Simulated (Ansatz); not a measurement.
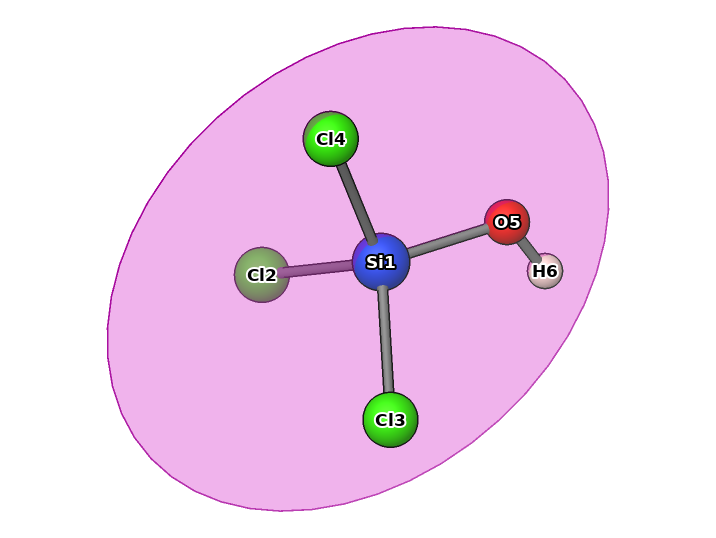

A disc through the centre of mass is drawn in. Depth is shown by fading: the farther an atom, the more it takes the colour of the background. The computed structure is the end point of a PBE0-D4/def2-TZVP optimisation.

### Is the plane of the disc a mirror plane of the structure?

Yes. The reflection leaves Si1, Cl4, O5, H6 in place and moves Cl2 ↔ Cl3. The point group is Cs.
